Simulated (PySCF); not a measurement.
## Geometry relaxation of SiPNH4O (part 1 of 3)

SiPNH4O, computed with SVWN5/SBKJC, RKS, core potentials sbkjc (PySCF 2.14.0).

The geometry: force field.

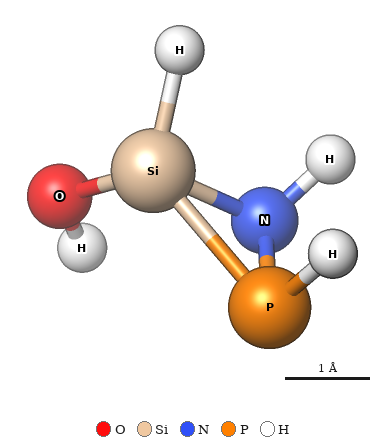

The structure as given in the input (ball-and-stick view, seen at a tilt).

## Input (calc.py)
```python
from pyscf import gto, dft
from pyscf.geomopt.geometric_solver import kernel as optimise

mol = gto.M(
    atom='''
O   -0.520800   1.714300  -0.739800
Si  -0.010800   0.713900   0.389600
N    0.178100  -0.659600  -0.540000
P   -0.964700  -1.247600   0.382100
H   -0.804000   1.294100  -1.592000
H    1.362500   0.989200   0.876800
H    1.136200  -1.088200  -0.311000
H   -0.284300  -1.773200   1.478600
''',
    max_memory=1860,
    spin=0,
    basis='sbkjc',
    charge=0,
    ecp={'O': 'sbkjc', 'Si': 'sbkjc', 'N': 'sbkjc', 'P': 'sbkjc'},
    verbose=3,
)

mf = dft.RKS(mol)
mf.xc = 'svwn'
mf = mf.density_fit(auxbasis='cc-pvtz-jkfit')
converged, mol_eq = optimise(mf, maxsteps=100)
print('converged:', converged)
print(mol_eq.tostring())

mf.reset(mol_eq)
mol = mol_eq
mf.kernel()
etot = mf.e_tot
print(f'total energy: {etot:.8f} hartree')
```

Launched with:
```bash
OMP_NUM_THREADS=1 python calc.py
```

## Log
```
#|     Arguments passed to driver run_optimizer():      |#
customengine              <pyscf.geomopt.geometric_solver.PySCFEngine object>
maxiter                   100
----------------------------------------------------------
Custom engine selected.
Bonds will be generated from interatomic distances less than 1.20 times sum of covalent radii
24 internal coordinates being used (instead of 24 Cartesians)
Internal coordinate system (atoms numbered from 1):
Distance 1-2
Distance 1-5
Distance 2-3
Distance 2-4
Distance 2-6
Distance 3-4
Distance 3-7
Distance 4-8
Angle 2-1-5
Angle 1-2-3
Angle 1-2-6
Angle 3-2-4
Angle 3-2-6
Angle 4-2-6
Angle 2-3-4
Angle 2-3-7
Angle 4-3-7
Angle 2-4-3
Angle 2-4-8
Angle 3-4-8
Out-of-Plane 2-1-4-6
Dihedral 5-1-2-3
Dihedral 5-1-2-4
Dihedral 5-1-2-6
Dihedral 1-2-3-4
Dihedral 1-2-3-7
Dihedral 4-2-3-7
Dihedral 6-2-3-4
Dihedral 6-2-3-7
Dihedral 1-2-4-3
Dihedral 1-2-4-8
Dihedral 3-2-4-8
Dihedral 6-2-4-3
Dihedral 6-2-4-8
Dihedral 2-3-4-8
Dihedral 7-3-4-2
Dihedral 7-3-4-8
Translation-X 1-8
Translation-Y 1-8
Translation-Z 1-8
Rotation-A 1-8
Rotation-B 1-8
Rotation-C 1-8
<class 'geometric.internal.Distance'> : 8
<class 'geometric.internal.Angle'> : 12
<class 'geometric.internal.OutOfPlane'> : 1
<class 'geometric.internal.Dihedral'> : 16
<class 'geometric.internal.TranslationX'> : 1
<class 'geometric.internal.TranslationY'> : 1
<class 'geometric.internal.TranslationZ'> : 1
<class 'geometric.internal.RotationA'> : 1
<class 'geometric.internal.RotationB'> : 1
<class 'geometric.internal.RotationC'> : 1
> ===== Optimization Info: ====
> Job type: Energy minimization
> Maximum number of optimization cycles: 100
> Initial / maximum trust radius (Angstrom): 0.100 / 0.300
> Convergence Criteria:
> Will converge when all 5 criteria are reached:
>  |Delta-E| < 1.00e-06
>  RMS-Grad  < 3.00e-04
>  Max-Grad  < 4.50e-04
>  RMS-Disp  < 1.20e-03
>  Max-Disp  < 1.80e-03
> === End Optimization Info ===

Geometry optimization cycle 1
Cartesian coordinates (Angstrom)
 Atom        New coordinates             dX        dY        dZ
   O  -0.520800   1.714300  -0.739800    0.000000  0.000000  0.000000
  Si  -0.010800   0.713900   0.389600    0.000000  0.000000 -0.000000
   N   0.178100  -0.659600  -0.540000    0.000000  0.000000  0.000000
   P  -0.964700  -1.247600   0.382100    0.000000  0.000000  0.000000
   H  -0.804000   1.294100  -1.592000    0.000000 -0.000000  0.000000
   H   1.362500   0.989200   0.876800    0.000000  0.000000  0.000000
   H   1.136200  -1.088200  -0.311000    0.000000  0.000000  0.000000
   H  -0.284300  -1.773200   1.478600    0.000000  0.000000  0.000000

WARN: Mole.unit (angstrom) is changed to Bohr

converged SCF energy = -38.2519791209903
--------------- DFRKS_Scanner gradients ---------------
         x                y                z
0 O     0.0319055580    -0.0711661684     0.0523909100
1 Si    -0.0132162872    -0.0647652275    -0.0839770497
2 N    -0.1947194529     0.0432910012     0.1126649002
3 P     0.1985666920     0.0838719602    -0.0761213079
4 H     0.0006122770    -0.0046335006     0.0056436448
5 H    -0.0087128000    -0.0068378517    -0.0125256007
6 H     0.0103002099    -0.0017048641     0.0414728404
7 H    -0.0247335782     0.0219389985    -0.0395484797
----------------------------------------------
cycle 1: E = -38.251979121  dE = -38.252  norm(grad) = 0.36029
Step    0 : Gradient = 1.274e-01/2.291e-01 (rms/max) Energy = -38.2519791210
Hessian Eigenvalues: 2.30000e-02 2.79579e-02 3.47940e-02 ... 4.79017e-01 4.92198e-01 5.26497e-01

Geometry optimization cycle 2
Cartesian coordinates (Angstrom)
 Atom        New coordinates             dX        dY        dZ
   O  -0.541025   1.802212  -0.767956   -0.020225  0.087912 -0.028156
  Si  -0.030689   0.716868   0.378073   -0.019889  0.002968 -0.011527
   N   0.242754  -0.738530  -0.570345    0.064654 -0.078930 -0.030345
   P  -0.997956  -1.313706   0.441397   -0.033256 -0.066106  0.059297
   H  -0.813539   1.439459  -1.651934   -0.009539  0.145359 -0.059934
   H   1.339143   1.035300   0.898411   -0.023357  0.046100  0.021611
   H   1.193456  -1.164871  -0.383200    0.057256 -0.076671 -0.072200
   H  -0.299979  -1.833756   1.599857   -0.015679 -0.060556  0.121257
converged SCF energy = -38.3246994220463
--------------- DFRKS_Scanner gradients ---------------
         x                y                z
0 O     0.0129424788    -0.0326877379     0.0180949893
1 Si    -0.0055018516    -0.0279388347    -0.0214088693
2 N    -0.0967948431     0.0198092276     0.0404792965
3 P     0.0996127831     0.0388732027    -0.0348467503
4 H     0.0008941627    -0.0019997701     0.0022137988
5 H    -0.0034406715    -0.0064613260    -0.0105443933
6 H     0.0064707429     0.0011924351     0.0265713525
7 H    -0.0141811513     0.0092169535    -0.0205653693
----------------------------------------------
cycle 2: E = -38.324699422  dE = -0.0727203  norm(grad) = 0.16886
Step    1 : Displace = 1.065e-01/1.575e-01 (rms/max) Trust = 1.000e-01 (=) Grad = 5.970e-02/1.125e-01 (rms/max) E (change) = -38.3246994220 (-7.272e-02) Quality = 1.015
Hessian Eigenvalues: 2.30044e-02 2.80144e-02 3.48189e-02 ... 4.23416e-01 4.92194e-01 5.23208e-01

Geometry optimization cycle 3
Cartesian coordinates (Angstrom)
 Atom        New coordinates             dX        dY        dZ
   O  -0.545973   1.878518  -0.792143   -0.004949  0.076306 -0.024187
  Si  -0.029588   0.711438   0.338906    0.001101 -0.005430 -0.039167
   N   0.305976  -0.830251  -0.592969    0.063222 -0.091721 -0.022623
   P  -1.030939  -1.366918   0.497245   -0.032983 -0.053212  0.055849
   H  -0.826656   1.570360  -1.696250   -0.013117  0.130901 -0.044316
   H   1.276630   1.125745   1.006835   -0.062513  0.090444  0.108424
   H   1.229923  -1.307908  -0.536680    0.036467 -0.143037 -0.153480
   H  -0.287304  -1.839057   1.720317    0.012675 -0.005301  0.120459
converged SCF energy = -38.3588328527286
--------------- DFRKS_Scanner gradients ---------------
         x                y                z
0 O     0.0025378768    -0.0107738380     0.0019336178
1 Si    -0.0109507337     0.0040033738     0.0100040579
2 N    -0.0315144936    -0.0080663855     0.0036262077
3 P     0.0374151981     0.0169662951    -0.0164451859
4 H     0.0012460217    -0.0008741044     0.0001257577
5 H     0.0039653753    -0.0044507875    -0.0053231788
6 H     0.0011338531     0.0026637125     0.0119875863
7 H    -0.0038335019     0.0005405743    -0.0059122418
----------------------------------------------
cycle 3: E = -38.3588328527  dE = -0.0341334  norm(grad) = 0.0604986
Step    2 : Displace = 1.280e-01/2.120e-01 (rms/max) Trust = 1.414e-01 (+) Grad = 2.139e-02/4.425e-02 (rms/max) E (change) = -38.3588328527 (-3.413e-02) Quality = 1.324
Hessian Eigenvalues: 2.28163e-02 2.70452e-02 3.31997e-02 ... 4.07562e-01 4.92204e-01 5.24896e-01

Geometry optimization cycle 4
Cartesian coordinates (Angstrom)
 Atom        New coordinates             dX        dY        dZ
   O  -0.524357   1.918369  -0.798562    0.021616  0.039851 -0.006419
  Si  -0.003418   0.681710   0.289213    0.026170 -0.029728 -0.049693
   N   0.346936  -0.891205  -0.616112    0.040960 -0.060953 -0.023143
   P  -1.036204  -1.415215   0.536732   -0.005265 -0.048297  0.039486
   H  -0.838324   1.664853  -1.709375   -0.011668  0.094493 -0.013125
   H   1.180763   1.194218   1.106312   -0.095867  0.068474  0.099476
   H   1.238073  -1.420590  -0.675078    0.008150 -0.112682 -0.138398
   H  -0.271332  -1.791811   1.812879    0.015972  0.047247  0.092562
converged SCF energy = -38.3692332818975
--------------- DFRKS_Scanner gradients ---------------
         x                y                z
0 O    -0.0017298107    -0.0008106470    -0.0034583196
1 Si    -0.0088401463     0.0155177367     0.0189262225
2 N    -0.0074594640    -0.0169242543    -0.0111608982
3 P     0.0125156228     0.0059742648    -0.0078499724
4 H     0.0015687646    -0.0005231956    -0.0008085810
5 H     0.0040145634    -0.0032160559    -0.0027198111
6 H     0.0003684521     0.0015310609     0.0061527098
7 H    -0.0004406076    -0.0015388691     0.0009336838
----------------------------------------------
cycle 4: E = -38.3692332819  dE = -0.0104004  norm(grad) = 0.0386571
Step    3 : Displace = 1.072e-01/1.776e-01 (rms/max) Trust = 2.000e-01 (+) Grad = 1.367e-02/2.602e-02 (rms/max) E (change) = -38.3692332819 (-1.040e-02) Quality = 1.403
Hessian Eigenvalues: 1.70879e-02 2.42847e-02 3.02975e-02 ... 4.24982e-01 4.92235e-01 5.32717e-01

Geometry optimization cycle 5
Cartesian coordinates (Angstrom)
 Atom        New coordinates             dX        dY        dZ
   O  -0.483322   1.931867  -0.798565    0.041036  0.013498 -0.000003
  Si   0.051883   0.640482   0.232099    0.055301 -0.041228 -0.057114
   N   0.394231  -0.936995  -0.625240    0.047296 -0.045790 -0.009129
   P  -1.041108  -1.442832   0.562810   -0.004904 -0.027617  0.026078
   H  -0.869473   1.732573  -1.694693   -0.031149  0.067720  0.014682
   H   1.065922   1.262680   1.190588   -0.114841  0.068462  0.084276
   H   1.234077  -1.523098  -0.789640   -0.003995 -0.102508 -0.114562
   H  -0.259672  -1.726572   1.866867    0.011659  0.065239  0.053988
converged SCF energy = -38.3745269390135
--------------- DFRKS_Scanner gradients ---------------
         x                y                z
0 O    -0.0034218281     0.0044936213    -0.0040562650
1 Si    -0.0031353628     0.0157069432     0.0173364045
2 N     0.0031824684    -0.0161191360    -0.0172296840
3 P    -0.0019987222    -0.0012656900    -0.0020963492
4 H     0.0014206698    -0.0005204929    -0.0008864023
5 H     0.0018867618    -0.0009484543    -0.0005124519
6 H     0.0005690535    -0.0004792359     0.0030302717
7 H     0.0015001140    -0.0008652304     0.0044362580
----------------------------------------------
cycle 5: E = -38.374526939  dE = -0.00529366  norm(grad) = 0.0349638
Step    4 : Displace = 9.840e-02/1.579e-01 (rms/max) Trust = 2.828e-01 (+) Grad = 1.236e-02/2.381e-02 (rms/max) E (change) = -38.3745269390 (-5.294e-03) Quality = 1.353
Hessian Eigenvalues: 1.14521e-02 2.44970e-02 3.03238e-02 ... 4.27979e-01 4.92206e-01 5.31875e-01

Geometry optimization cycle 6
Cartesian coordinates (Angstrom)
 Atom        New coordinates             dX        dY        dZ
   O  -0.447194   1.922040  -0.799757    0.036128 -0.009827 -0.001192
  Si   0.105661   0.609885   0.190116    0.053779 -0.030597 -0.041983
   N   0.437099  -0.953216  -0.607888    0.042868 -0.016221  0.017352
   P  -1.050606  -1.439272   0.569523   -0.009498  0.003560  0.006714
   H  -0.910511   1.760793  -1.665867   -0.041037  0.028219  0.028826
   H   0.991543   1.308487   1.219428   -0.074379  0.045807  0.028841
   H   1.232240  -1.576100  -0.835660   -0.001837 -0.053002 -0.046020
   H  -0.265978  -1.695712   1.871072   -0.006306  0.030860  0.004205
converged SCF energy = -38.3767952018543
--------------- DFRKS_Scanner gradients ---------------
         x                y                z
0 O    -0.0027914696     0.0047812852    -0.0017379400
1 Si     0.0023559710     0.0069988427     0.0096139050
2 N     0.0051858310    -0.0074518177    -0.0153692960
3 P    -0.0073996937    -0.0032509905     0.0014582931
4 H     0.0007723488    -0.0006237608    -0.0006929220
5 H    -0.0005222614     0.0010296855     0.0003912508
6 H     0.0005680425    -0.0015424346     0.0023241656
7 H     0.0018406470     0.0000551413     0.0040210160
----------------------------------------------
cycle 6: E = -38.3767952019  dE = -0.00226826  norm(grad) = 0.0244405
Step    5 : Displace = 5.828e-02/8.760e-02 (rms/max) Trust = 3.000e-01 (+) Grad = 8.641e-03/1.785e-02 (rms/max) E (change) = -38.3767952019 (-2.268e-03) Quality = 1.297
Hessian Eigenvalues: 1.10299e-02 2.49836e-02 3.09908e-02 ... 3.74390e-01 4.92178e-01 5.21557e-01

Geometry optimization cycle 7
Cartesian coordinates (Angstrom)
 Atom        New coordinates             dX        dY        dZ
   O  -0.432101   1.908257  -0.806928    0.015093 -0.013783 -0.007171
  Si   0.123764   0.600535   0.173345    0.018102 -0.009350 -0.016771
   N   0.457181  -0.947180  -0.576781    0.020082  0.006036  0.031107
   P  -1.057550  -1.426943   0.566939   -0.006944  0.012329 -0.002584
   H  -0.939466   1.765548  -1.650529   -0.028956  0.004756  0.015339
   H   0.982944   1.319557   1.208978   -0.008598  0.011069 -0.010450
   H   1.236836  -1.577155  -0.828660    0.004595 -0.001055  0.007001
   H  -0.280487  -1.705585   1.852743   -0.014509 -0.009874 -0.018329
converged SCF energy = -38.3777927959583
--------------- DFRKS_Scanner gradients ---------------
         x                y                z
0 O    -0.0012941186     0.0023056929     0.0004093597
1 Si     0.0035726540    -0.0022466028     0.0021907730
2 N     0.0027769919     0.0025310600    -0.0098940696
3 P    -0.0061873124    -0.0020129617     0.0035083155
4 H     0.0003532349    -0.0006314965    -0.0005399711
5 H    -0.0010582328     0.0013155843     0.0002842458
6 H     0.0008826619    -0.0014529409     0.0027946490
7 H     0.0009670077     0.0001860755     0.0012533782
----------------------------------------------
cycle 7: E = -38.377792796  dE = -0.000997594  norm(grad) = 0.0146086
Step    6 : Displace = 2.454e-02/3.586e-02 (rms/max) Trust = 3.000e-01 (=) Grad = 5.165e-03/1.058e-02 (rms/max) E (change) = -38.3777927960 (-9.976e-04) Quality = 1.334
Hessian Eigenvalues: 1.17348e-02 2.44940e-02 3.08203e-02 ... 3.86509e-01 4.92194e-01 5.23719e-01

Geometry optimization cycle 8
Cartesian coordinates (Angstrom)
 Atom        New coordinates             dX        dY        dZ
   O  -0.429179   1.899705  -0.816252    0.002922 -0.008553 -0.009323
  Si   0.119402   0.603855   0.172002   -0.004362  0.003320 -0.001343
   N   0.464624  -0.938964  -0.548298    0.007443  0.008216  0.028483
   P  -1.057054  -1.421076   0.560472    0.000496  0.005867 -0.006467
   H  -0.957527   1.766474  -1.647444   -0.018060  0.000926  0.003085
   H   1.002511   1.314942   1.190515    0.019567 -0.004614 -0.018463
   H   1.243373  -1.562390  -0.811717    0.006537  0.014765  0.016942
   H  -0.296895  -1.724722   1.838371   -0.016408 -0.019136 -0.014372
converged SCF energy = -38.3782680823675
--------------- DFRKS_Scanner gradients ---------------
         x                y                z
0 O    -0.0002203372    -0.0002169032     0.0013910652
1 Si     0.0020859981    -0.0058438549    -0.0012864821
2 N     0.0004257951     0.0070113034    -0.0057918700
3 P    -0.0027979985    -0.0004562160     0.0042031265
4 H     0.0002811647    -0.0004836471    -0.0003908378
5 H    -0.0004777667     0.0006514725    -0.0001012631
6 H     0.0008198656    -0.0008179125     0.0032732080
7 H    -0.0001083281     0.0001525187    -0.0012834325
```
